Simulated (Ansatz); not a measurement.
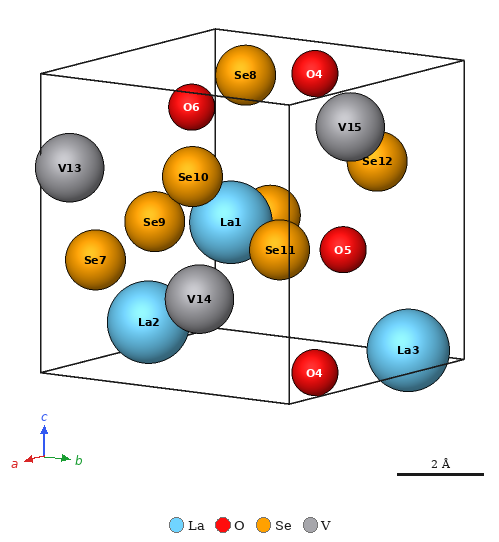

**Figure 1.** The starting structure (spheres-only view of the cell of the calculation, seen at an oblique angle; atoms are numbered from 1 in the order of the input). An atom can appear more than once, as a periodic image.

**Geometry relaxation, with input and output: LaVSe$_{2}$O (part 1 of 3)**

- system: LaVSe$_{2}$O (disordered cell, 15 atoms in the cell)
- method: DFT PBE, scalar-relativistic, plane waves, PAW, spin-polarised (Ansatz 0.2.0)

The structure derives from an entry of the Crystallography Open Database. The run did not end well. It belongs to a series of runs on one base structure; here: atoms packed at random, overlaps relaxed. Figures and captions count atoms from 1; the log counts them from 0 in places.

Output
```
Warning: scf.convergence.dr2_threshold = 1e-4 eV is looser than this run's default, which is 1e-7 eV or tighter. The error in the forces grows as the threshold's square root, so leave the key out unless less accurate forces are enough
La: projections on atomic orbitals take those of the free atom [Kr 4d10] 4f0 5s2 5p6 5d1 6s2, of charge +0.00 (hamiltonian.pseudopotentials.projection_atoms); the dataset's partial waves leave at most 1.9e-5 of an orbital's norm unspanned inside its sphere
Engine: ansatz 0.2.0, aarch64-unknown-linux-gnu
Pseudopotentials: kind: paw
Pseudopotential: La, paw, valence charge 11, recommended cutoff 420 eV (normal), La.paw.azcp
Pseudopotential: O, paw, valence charge 6, recommended cutoff 420 eV (normal), O.paw.azcp
Pseudopotential: Se, paw, valence charge 16, recommended cutoff 420 eV (normal), Se.paw.azcp
Pseudopotential: V, paw, valence charge 13, recommended cutoff 420 eV (normal), V.paw.azcp
Functional definition: PBE
  parameter kappa = 0.804
  parameter beta = 0.06672455060314922
  exchange = pbe_x(kappa = kappa, mu = beta*pi^2/3)
  correlation = pbe_c(beta = beta)
Crystal: 15 atoms, lattice volume = 354.590 Å³
Basis set: ecut = 420 eV, 6931 PW (Γ), exchange–correlation on 96×96×96 points (8 copies of the dense FFT grid, shifted against one another)
Bands: 115, of which v1, the nominal top of the filled ones, is band 93 counted from 1 (92 counted from 0)
Symmetry: 1 space group operations
Space group: P1 (ITA 1), of the structure as read, at distance tolerance 7.1e-5 Å
Magnetic group: BNS 1.1 (UNI 1), of the structure as read, at distance tolerance 7.1e-5 Å
k-points: 1
Non-local potential: La, projectors of the file, l = 0: 3, l = 1: 2, l = 2: 2, l = 3: 3
Non-local potential: O, projectors of the file, l = 0: 2, l = 1: 2, l = 2: 1
Non-local potential: Se, projectors of the file, l = 0: 2, l = 1: 2, l = 2: 3, l = 3: 1
Non-local potential: V, projectors of the file, l = 0: 3, l = 1: 2, l = 2: 3, l = 3: 1
PAW form: soft (Blöchl's): semilocal exchange-correlation on the pseudo side does not see the compensation charge
PAW one-centre angular grid: La, 590 points (default); XC on 64 Gauss nodes
PAW one-centre angular grid: O, 110 points (default); XC on 64 Gauss nodes
PAW one-centre angular grid: Se, 590 points (default); XC on 64 Gauss nodes
PAW one-centre angular grid: V, 590 points (default); XC on 64 Gauss nodes
Initial density: superposition of atomic densities (chi_scale 0.1, normalization cell, long waves kept (reshape's long-wave potential 0.21 eV rms))
Starting moments: Σ|m| = 5.4 μB on 3 of 15 sites
Initial wavefunctions: pseudopotential atomic-orbital guess
Functional: x = pbe(κ = 0.804, μ = 0.2195149727645171), c = pbe(β = 0.06672455060314922)
SCF iter   1: F=—  HF=-62038.626126 eV  |F-HF|=—  |Δ(HF+E_count)|=         —  Δρ=1.47e-1 (↑1.41e-1 ↓1.47e-1)  dr2=6.29e2  dr2_m=8.73e-1  M=3.293 μB ∫|m|=5.555 μB  β_m=0.30  ethr=3.10e-3  ⟨swp⟩=5.0  Hψ=762  notcnv=0
preconditioner: auto → Kerker (q_TF=auto, 2.450 Å⁻¹)  [metal: Δε(μ)=0.042 eV  Ē_g=7.142 eV  σ=0.100 eV  W_gap=0.24  n_scr=80 (ndim 8)  ℏωp=19.1 eV  f_vac=0.002  D(μ)=17.84/eV (n_scr^D=170)]
spin=Collinear: Kerker preconditioning applied to the charge; magnetization (m = ρ↑ − ρ↓) channel mixes plain (no charge-response kernel on spin).
SCF iter   2: F=—  HF=-62019.420988 eV  |F-HF|=—  |Δ(HF+E_count)|=    1.92e1  Δρ=9.32e-2 (↑9.32e-2 ↓5.14e-2)  dr2=8.37e1  dr2_m=3.23e0  M=2.069 μB ∫|m|=3.134 μB  β_m=0.30  ethr=3.10e-3  ⟨swp⟩=6.0  Hψ=638  notcnv=0  defer=13
SCF iter   3: F=—  HF=-62010.355857 eV  |F-HF|=—  |Δ(HF+E_count)|=    9.07e0  Δρ=3.49e-2 (↑3.49e-2 ↓2.78e-2)  dr2=2.40e1  dr2_m=3.70e-1  M=4.680 μB ∫|m|=5.565 μB  β_m=0.30  ethr=3.10e-3  ⟨swp⟩=4.5  Hψ=494  notcnv=0  defer=28
SCF iter   4: F=—  HF=-62008.394474 eV  |F-HF|=—  |Δ(HF+E_count)|=    1.96e0  Δρ=3.08e-2 (↑3.08e-2 ↓2.26e-2)  dr2=1.42e1  dr2_m=2.49e-1  M=3.959 μB ∫|m|=5.176 μB  β_m=0.30  ethr=3.10e-3  ⟨swp⟩=5.5  Hψ=495  notcnv=0  defer=23
SCF iter   5: F=—  HF=-62006.829524 eV  |F-HF|=—  |Δ(HF+E_count)|=    1.56e0  Δρ=3.96e-2 (↑3.96e-2 ↓1.89e-2)  dr2=2.40e1  dr2_m=5.55e-1  M=4.655 μB ∫|m|=5.644 μB  β_m=0.30  ethr=3.10e-3  ⟨swp⟩=4.0  Hψ=506  notcnv=0  defer=26
SCF iter   6: F=—  HF=-62005.580728 eV  |F-HF|=—  |Δ(HF+E_count)|=    1.25e0  Δρ=1.13e-2 (↑1.13e-2 ↓9.45e-3)  dr2=3.08e0  dr2_m=7.70e-2  M=4.490 μB ∫|m|=5.778 μB  β_m=0.30  ethr=3.10e-3  ⟨swp⟩=4.0  Hψ=508  notcnv=0  defer=23
SCF iter   7: F=—  HF=-62005.471972 eV  |F-HF|=—  |Δ(HF+E_count)|=   1.09e-1  Δρ=1.08e-2 (↑1.08e-2 ↓8.21e-3)  dr2=2.34e0  dr2_m=7.92e-2  M=4.481 μB ∫|m|=5.932 μB  β_m=0.30  ethr=1.65e-3  ⟨swp⟩=4.0  Hψ=287  notcnv=0  defer=23
Mixer restart at iter 7: flushing history
spin-set hold released at iteration 7 (site moments contracting): the magnetisation degrees of freedom join the quasi-Newton model from the next iteration; the mixer history was flushed
SCF iter   8: F=—  HF=-62005.425389 eV  |F-HF|=—  |Δ(HF+E_count)|=   4.66e-2  Δρ=1.05e-2 (↑1.05e-2 ↓6.41e-3)  dr2=1.70e0  dr2_m=7.33e-2  M=4.623 μB ∫|m|=6.085 μB  β_m=0.29  ethr=1.26e-3  ⟨swp⟩=4.5  Hψ=337  notcnv=0  defer=23
SCF iter   9: F=—  HF=-62005.389274 eV  |F-HF|=—  |Δ(HF+E_count)|=   3.61e-2  Δρ=6.91e-3 (↑6.91e-3 ↓5.24e-3)  dr2=9.33e-1  dr2_m=4.98e-2  M=4.614 μB ∫|m|=6.220 μB  β_m=0.27  ethr=9.15e-4  ⟨swp⟩=4.0  Hψ=293  notcnv=0  defer=23
SCF iter  10: F=—  HF=-62005.381084 eV  |F-HF|=—  |Δ(HF+E_count)|=   8.19e-3  Δρ=4.09e-3 (↑4.09e-3 ↓3.64e-3)  dr2=4.17e-1  dr2_m=2.08e-2  M=4.700 μB ∫|m|=6.469 μB  β_m=0.35  ethr=5.02e-4  ⟨swp⟩=3.0  Hψ=268  notcnv=0  defer=23
SCF iter  11: F=—  HF=-62005.388383 eV  |F-HF|=—  |Δ(HF+E_count)|=   7.30e-3  Δρ=6.01e-3 (↑6.01e-3 ↓2.61e-3)  dr2=4.53e-1  dr2_m=2.99e-2  M=4.850 μB ∫|m|=6.819 μB  β_m=0.29  ethr=2.24e-4  ⟨swp⟩=3.0  Hψ=287  notcnv=0  defer=23
SCF iter  12: F=—  HF=-62005.377645 eV  |F-HF|=—  |Δ(HF+E_count)|=   1.07e-2  Δρ=2.20e-3 (↑1.89e-3 ↓2.20e-3)  dr2=6.60e-2  dr2_m=5.05e-3  M=4.913 μB ∫|m|=7.116 μB  β_m=0.30  ethr=2.24e-4  ⟨swp⟩=4.0  Hψ=263  notcnv=0  defer=23
SCF iter  13: F=—  HF=-62005.377509 eV  |F-HF|=—  |Δ(HF+E_count)|=   1.36e-4  Δρ=1.91e-3 (↑1.91e-3 ↓1.30e-3)  dr2=3.11e-2  dr2_m=5.82e-3  M=4.974 μB ∫|m|=7.284 μB  β_m=0.49  ethr=3.55e-5  ⟨swp⟩=2.0  Hψ=271  notcnv=0  defer=23
SCF iter  14: F=—  HF=-62005.385698 eV  |F-HF|=—  |Δ(HF+E_count)|=   8.19e-3  Δρ=1.20e-3 (↑1.20e-3 ↓1.01e-3)  dr2=1.54e-2  dr2_m=1.79e-3  M=5.028 μB ∫|m|=7.390 μB  β_m=0.53  ethr=1.67e-5  ⟨swp⟩=2.0  Hψ=346  notcnv=0  defer=23
SCF iter  15: F=—  HF=-62005.388941 eV  |F-HF|=—  |Δ(HF+E_count)|=   3.24e-3  Δρ=7.68e-4 (↑7.68e-4 ↓6.75e-4)  dr2=6.04e-3  dr2_m=7.81e-4  M=5.119 μB ∫|m|=7.496 μB  β_m=0.57  ethr=8.28e-6  ⟨swp⟩=2.0  Hψ=345  notcnv=0  defer=23
SCF iter  16: F=—  HF=-62005.390554 eV  |F-HF|=—  |Δ(HF+E_count)|=   1.61e-3  Δρ=5.17e-4 (↑5.10e-4 ↓5.17e-4)  dr2=2.77e-3  dr2_m=5.38e-4  M=5.219 μB ∫|m|=7.586 μB  β_m=0.70  ethr=3.25e-6  ⟨swp⟩=2.0  Hψ=301  notcnv=0  defer=23
SCF iter  17: F=—  HF=-62005.391664 eV  |F-HF|=—  |Δ(HF+E_count)|=   1.11e-3  Δρ=5.52e-4 (↑5.52e-4 ↓4.36e-4)  dr2=2.13e-3  dr2_m=4.65e-4  M=5.309 μB ∫|m|=7.635 μB  β_m=0.85  ethr=1.49e-6  ⟨swp⟩=2.0  Hψ=301  notcnv=0  defer=23
SCF iter  18: F=—  HF=-62005.393416 eV  |F-HF|=—  |Δ(HF+E_count)|=   1.75e-3  Δρ=7.03e-4 (↑7.03e-4 ↓4.70e-4)  dr2=3.58e-3  dr2_m=6.05e-4  M=5.478 μB ∫|m|=7.718 μB  β_m=0.46  ethr=1.14e-6  ⟨swp⟩=2.5  Hψ=376  notcnv=0  defer=23
SCF iter  19: F=—  HF=-62005.394571 eV  |F-HF|=—  |Δ(HF+E_count)|=   1.16e-3  Δρ=7.76e-4 (↑7.76e-4 ↓3.53e-4)  dr2=5.01e-3  dr2_m=5.55e-4  M=5.596 μB ∫|m|=7.779 μB  β_m=0.26  ethr=1.14e-6  ⟨swp⟩=2.5  Hψ=322  notcnv=0  defer=23
SCF iter  20: F=—  HF=-62005.395194 eV  |F-HF|=—  |Δ(HF+E_count)|=   6.23e-4  Δρ=3.26e-4 (↑3.26e-4 ↓2.80e-4)  dr2=5.94e-4  dr2_m=2.26e-4  M=5.710 μB ∫|m|=7.821 μB  β_m=0.62  ethr=1.14e-6  ⟨swp⟩=2.0  Hψ=327  notcnv=0  defer=23
SCF iter  21: F=—  HF=-62005.395743 eV  |F-HF|=—  |Δ(HF+E_count)|=   5.49e-4  Δρ=3.92e-4 (↑3.92e-4 ↓2.22e-4)  dr2=1.07e-3  dr2_m=1.97e-4  M=5.787 μB ∫|m|=7.844 μB  β_m=0.79  ethr=3.19e-7  ⟨swp⟩=2.0  Hψ=351  notcnv=0  defer=23
SCF iter  22: F=—  HF=-62005.396368 eV  |F-HF|=—  |Δ(HF+E_count)|=   6.25e-4  Δρ=2.76e-4 (↑2.76e-4 ↓2.37e-4)  dr2=8.23e-4  dr2_m=7.86e-5  M=5.915 μB ∫|m|=7.884 μB  β_m=0.75  ethr=3.19e-7  ⟨swp⟩=3.0  Hψ=414  notcnv=0  defer=23
SCF iter  23: F=—  HF=-62005.396506 eV  |F-HF|=—  |Δ(HF+E_count)|=   1.38e-4  Δρ=2.39e-4 (↑2.39e-4 ↓1.29e-4)  dr2=3.15e-4  dr2_m=7.01e-5  M=5.964 μB ∫|m|=7.884 μB  β_m=0.76  ethr=3.19e-7  ⟨swp⟩=2.0  Hψ=305  notcnv=0  defer=23
SCF iter  24: F=—  HF=-62005.396609 eV  |F-HF|=—  |Δ(HF+E_count)|=   1.03e-4  Δρ=1.99e-4 (↑1.99e-4 ↓1.70e-4)  dr2=3.21e-4  dr2_m=6.47e-5  M=5.991 μB ∫|m|=7.880 μB  β_m=0.87  ethr=1.69e-7  ⟨swp⟩=2.0  Hψ=289  notcnv=0  defer=23
SCF iter  25: F=—  HF=-62005.396775 eV  |F-HF|=—  |Δ(HF+E_count)|=   1.66e-4  Δρ=2.09e-4 (↑2.09e-4 ↓1.45e-4)  dr2=1.84e-4  dr2_m=7.13e-5  M=6.038 μB ∫|m|=7.876 μB  β_m=0.90  ethr=1.69e-7  ⟨swp⟩=2.0  Hψ=317  notcnv=0  defer=23
SCF iter  26: F=—  HF=-62005.397001 eV  |F-HF|=—  |Δ(HF+E_count)|=   2.25e-4  Δρ=2.43e-4 (↑2.43e-4 ↓1.71e-4)  dr2=3.04e-4  dr2_m=8.64e-5  M=6.084 μB ∫|m|=7.861 μB  β_m=0.41  ethr=9.91e-8  ⟨swp⟩=3.0  Hψ=362  notcnv=0  defer=23
SCF iter  27: F=—  HF=-62005.397102 eV  |F-HF|=—  |Δ(HF+E_count)|=   1.02e-4  Δρ=1.76e-4 (↑1.72e-4 ↓1.76e-4)  dr2=7.23e-5  dr2_m=8.81e-5  M=6.111 μB ∫|m|=7.851 μB  β_m=0.97  ethr=9.91e-8  ⟨swp⟩=2.0  Hψ=303  notcnv=0  defer=23
SCF iter  28: F=—  HF=-62005.397218 eV  |F-HF|=—  |Δ(HF+E_count)|=   1.16e-4  Δρ=1.90e-4 (↑1.90e-4 ↓1.74e-4)  dr2=7.60e-5  dr2_m=9.76e-5  M=6.139 μB ∫|m|=7.850 μB  β_m=0.23  ethr=3.89e-8  ⟨swp⟩=16.5  Hψ=1272  notcnv=0
SCF iter  29: F=—  HF=-62005.397317 eV  |F-HF|=—  |Δ(HF+E_count)|=   9.87e-5  Δρ=2.02e-4 (↑1.68e-4 ↓2.02e-4)  dr2=5.41e-5  dr2_m=1.06e-4  M=6.165 μB ∫|m|=7.852 μB  β_m=0.99  ethr=3.89e-8  ⟨swp⟩=4.0  Hψ=846  notcnv=0
SCF iter  30: F=—  HF=-62005.397588 eV  |F-HF|=—  |Δ(HF+E_count)|=   2.72e-4  Δρ=2.36e-4 (↑2.36e-4 ↓2.15e-4)  dr2=1.81e-4  dr2_m=1.41e-4  M=6.210 μB ∫|m|=7.843 μB  β_m=0.82  ethr=2.91e-8  ⟨swp⟩=7.0  Hψ=931  notcnv=0
SCF iter  31: F=—  HF=-62005.397239 eV  |F-HF|=—  |Δ(HF+E_count)|=   3.50e-4  Δρ=1.86e-4 (↑1.86e-4 ↓1.64e-4)  dr2=2.18e-5  dr2_m=9.70e-5  M=6.139 μB ∫|m|=7.844 μB  β_m=1.00  ethr=2.91e-8  ⟨swp⟩=3.0  Hψ=412  notcnv=0
SCF iter  32: F=—  HF=-62005.397052 eV  |F-HF|=—  |Δ(HF+E_count)|=   1.86e-4  Δρ=1.90e-4 (↑1.90e-4 ↓1.29e-4)  dr2=4.19e-5  dr2_m=7.94e-5  M=6.097 μB ∫|m|=7.850 μB  β_m=1.00  ethr=1.17e-8  ⟨swp⟩=7.0  Hψ=960  notcnv=0
SCF iter  33: F=—  HF=-62005.397266 eV  |F-HF|=—  |Δ(HF+E_count)|=   2.14e-4  Δρ=1.83e-4 (↑1.77e-4 ↓1.83e-4)  dr2=3.64e-5  dr2_m=1.00e-4  M=6.145 μB ∫|m|=7.843 μB  β_m=1.00  ethr=1.17e-8  ⟨swp⟩=4.5  Hψ=895  notcnv=0
SCF iter  34: F=—  HF=-62005.397428 eV  |F-HF|=—  |Δ(HF+E_count)|=   1.62e-4  Δρ=2.03e-4 (↑2.03e-4 ↓1.91e-4)  dr2=5.00e-5  dr2_m=1.19e-4  M=6.178 μB ∫|m|=7.839 μB  β_m=1.00  ethr=1.17e-8  ⟨swp⟩=6.0  Hψ=794  notcnv=0
SCF iter  35: F=—  HF=-62005.397264 eV  |F-HF|=—  |Δ(HF+E_count)|=   1.64e-4  Δρ=1.85e-4 (↑1.85e-4 ↓1.72e-4)  dr2=3.04e-5  dr2_m=9.83e-5  M=6.143 μB ∫|m|=7.842 μB  β_m=1.00  ethr=1.17e-8  ⟨swp⟩=6.0  Hψ=783  notcnv=0
SCF iter  36: F=—  HF=-62005.397163 eV  |F-HF|=—  |Δ(HF+E_count)|=   1.00e-4  Δρ=1.81e-4 (↑1.81e-4 ↓1.60e-4)  dr2=3.49e-5  dr2_m=8.99e-5  M=6.123 μB ∫|m|=7.846 μB  β_m=0.63  ethr=1.17e-8  ⟨swp⟩=4.0  Hψ=778  notcnv=0
SCF iter  37: F=—  HF=-62005.397049 eV  |F-HF|=—  |Δ(HF+E_count)|=   1.15e-4  Δρ=1.74e-4 (↑1.46e-4 ↓1.74e-4)  dr2=3.84e-5  dr2_m=7.84e-5  M=6.099 μB ∫|m|=7.853 μB  β_m=1.00  ethr=1.17e-8  ⟨swp⟩=4.0  Hψ=884  notcnv=0
iter 38 did not close the SCF: its close was put off for a magnetic moment that had not settled (scf_convergence_deferred on its scf_iter line)
SCF iter  38: F=-62005.396987 eV  HF=-62005.396969 eV  |F-HF|=1.85e-5  |Δ(HF+E_count)|=   8.01e-5  Δρ=1.62e-4 (↑1.50e-4 ↓1.62e-4)  dr2=4.48e-5  dr2_m=7.34e-5  M=6.079 μB ∫|m|=7.856 μB  β_m=0.12  ethr=1.17e-8  ⟨swp⟩=4.0  Hψ=761  notcnv=0
iter 39 did not close the SCF: its close was put off for a magnetic moment that had not settled (scf_convergence_deferred on its scf_iter line)
SCF iter  39: F=-62005.396956 eV  HF=-62005.396920 eV  |F-HF|=3.56e-5  |Δ(HF+E_count)|=   4.82e-5  Δρ=1.64e-4 (↑1.28e-4 ↓1.64e-4)  dr2=2.59e-5  dr2_m=6.59e-5  M=6.068 μB ∫|m|=7.858 μB  β_m=0.36  ethr=1.17e-8  ⟨swp⟩=4.0  Hψ=704  notcnv=0
SCF iter  40: F=—  HF=-62005.396805 eV  |F-HF|=—  |Δ(HF+E_count)|=   1.15e-4  Δρ=1.73e-4 (↑1.22e-4 ↓1.73e-4)  dr2=7.61e-5  dr2_m=6.26e-5  M=6.039 μB ∫|m|=7.867 μB  β_m=0.68  ethr=1.17e-8  ⟨swp⟩=4.0  Hψ=929  notcnv=0
SCF iter  41: F=—  HF=-62005.396596 eV  |F-HF|=—  |Δ(HF+E_count)|=   2.09e-4  Δρ=1.89e-4 (↑1.27e-4 ↓1.89e-4)  dr2=1.81e-4  dr2_m=5.90e-5  M=5.985 μB ∫|m|=7.882 μB  β_m=0.30  ethr=1.17e-8  ⟨swp⟩=3.0  Hψ=412  notcnv=0
SCF iter  42: F=—  HF=-62005.396759 eV  |F-HF|=—  |Δ(HF+E_count)|=   1.63e-4  Δρ=1.75e-4 (↑1.14e-4 ↓1.75e-4)  dr2=9.03e-5  dr2_m=5.91e-5  M=6.027 μB ∫|m|=7.869 μB  β_m=0.41  ethr=1.17e-8  ⟨swp⟩=3.0  Hψ=412  notcnv=0
SCF iter  43: F=—  HF=-62005.397035 eV  |F-HF|=—  |Δ(HF+E_count)|=   2.76e-4  Δρ=1.97e-4 (↑1.39e-4 ↓1.97e-4)  dr2=1.18e-4  dr2_m=7.79e-5  M=6.095 μB ∫|m|=7.853 μB  β_m=0.18  ethr=1.17e-8  ⟨swp⟩=7.0  Hψ=939  notcnv=0
SCF iter  44: F=—  HF=-62005.396767 eV  |F-HF|=—  |Δ(HF+E_count)|=   2.68e-4  Δρ=1.65e-4 (↑1.14e-4 ↓1.65e-4)  dr2=5.22e-5  dr2_m=5.80e-5  M=6.029 μB ∫|m|=7.868 μB  β_m=1.00  ethr=1.17e-8  ⟨swp⟩=3.0  Hψ=422  notcnv=0
SCF iter  45: F=—  HF=-62005.396625 eV  |F-HF|=—  |Δ(HF+E_count)|=   1.42e-4  Δρ=1.72e-4 (↑1.24e-4 ↓1.72e-4)  dr2=1.06e-4  dr2_m=5.72e-5  M=5.992 μB ∫|m|=7.878 μB  β_m=1.00  ethr=1.17e-8  ⟨swp⟩=7.0  Hψ=956  notcnv=0
SCF iter  46: F=—  HF=-62005.396901 eV  |F-HF|=—  |Δ(HF+E_count)|=   2.75e-4  Δρ=1.78e-4 (↑1.78e-4 ↓1.36e-4)  dr2=6.78e-5  dr2_m=7.09e-5  M=6.061 μB ∫|m|=7.860 μB  β_m=0.18  ethr=1.17e-8  ⟨swp⟩=3.0  Hψ=426  notcnv=0
SCF iter  47: F=—  HF=-62005.396711 eV  |F-HF|=—  |Δ(HF+E_count)|=   1.90e-4  Δρ=1.44e-4 (↑1.29e-4 ↓1.44e-4)  dr2=1.49e-5  dr2_m=5.90e-5  M=6.015 μB ∫|m|=7.872 μB  β_m=1.00  ethr=1.17e-8  ⟨swp⟩=6.0  Hψ=876  notcnv=0
SCF iter  48: F=—  HF=-62005.396534 eV  |F-HF|=—  |Δ(HF+E_count)|=   1.78e-4  Δρ=2.09e-4 (↑1.51e-4 ↓2.09e-4)  dr2=3.02e-4  dr2_m=6.45e-5  M=5.968 μB ∫|m|=7.889 μB  β_m=0.39  ethr=8.00e-9  ⟨swp⟩=3.0  Hψ=461  notcnv=0  recentre
iter 49 did not close the SCF: its close was put off for a magnetic moment that had not settled (scf_convergence_deferred on its scf_iter line)
SCF iter  49: F=-62005.396462 eV  HF=-62005.396445 eV  |F-HF|=1.78e-5  |Δ(HF+E_count)|=   8.90e-5  Δρ=1.60e-4 (↑1.17e-4 ↓1.60e-4)  dr2=3.56e-5  dr2_m=5.94e-5  M=5.948 μB ∫|m|=7.890 μB  β_m=0.72  ethr=8.00e-9  ⟨swp⟩=5.0  Hψ=808  notcnv=0
SCF iter  50: F=—  HF=-62005.396951 eV  |F-HF|=—  |Δ(HF+E_count)|=   5.07e-4  Δρ=2.06e-4 (↑1.31e-4 ↓2.06e-4)  dr2=1.40e-4  dr2_m=7.34e-5  M=6.075 μB ∫|m|=7.861 μB  β_m=0.16  ethr=8.00e-9  ⟨swp⟩=4.0  Hψ=508  notcnv=0
SCF iter  51: F=—  HF=-62005.397694 eV  |F-HF|=—  |Δ(HF+E_count)|=   7.43e-4  Δρ=3.29e-4 (↑1.93e-4 ↓3.29e-4)  dr2=4.90e-4  dr2_m=1.69e-4  M=6.231 μB ∫|m|=7.846 μB  β_m=0.65  ethr=8.00e-9  ⟨swp⟩=4.0  Hψ=527  notcnv=0  recentre
SCF iter  52: F=—  HF=-62005.396948 eV  |F-HF|=—  |Δ(HF+E_count)|=   7.46e-4  Δρ=2.45e-4 (↑1.63e-4 ↓2.45e-4)  dr2=4.63e-4  dr2_m=7.81e-5  M=6.071 μB ∫|m|=7.862 μB  β_m=0.02  ethr=8.00e-9  ⟨swp⟩=4.0  Hψ=527  notcnv=0
SCF iter  53: F=—  HF=-62005.397159 eV  |F-HF|=—  |Δ(HF+E_count)|=   2.11e-4  Δρ=2.55e-4 (↑1.67e-4 ↓2.55e-4)  dr2=3.34e-4  dr2_m=1.01e-4  M=6.124 μB ∫|m|=7.854 μB  β_m=0.03  ethr=8.00e-9  ⟨swp⟩=3.0  Hψ=419  notcnv=0
SCF iter  54: F=—  HF=-62005.397577 eV  |F-HF|=—  |Δ(HF+E_count)|=   4.18e-4  Δρ=3.78e-4 (↑2.58e-4 ↓3.78e-4)  dr2=1.11e-3  dr2_m=1.83e-4  M=6.207 μB ∫|m|=7.850 μB  β_m=0.22  ethr=8.00e-9  ⟨swp⟩=3.5  Hψ=450  notcnv=0  recentre
SCF iter  55: F=—  HF=-62005.397168 eV  |F-HF|=—  |Δ(HF+E_count)|=   4.09e-4  Δρ=2.46e-4 (↑1.55e-4 ↓2.46e-4)  dr2=2.62e-4  dr2_m=9.94e-5  M=6.127 μB ∫|m|=7.853 μB  β_m=0.02  ethr=8.00e-9  ⟨swp⟩=3.5  Hψ=450  notcnv=0
SCF iter  56: F=—  HF=-62005.397704 eV  |F-HF|=—  |Δ(HF+E_count)|=   5.36e-4  Δρ=5.01e-4 (↑3.94e-4 ↓5.01e-4)  dr2=2.78e-3  dr2_m=2.56e-4  M=6.215 μB ∫|m|=7.853 μB  β_m=0.02  ethr=8.00e-9  ⟨swp⟩=3.5  Hψ=484  notcnv=0  recentre
```
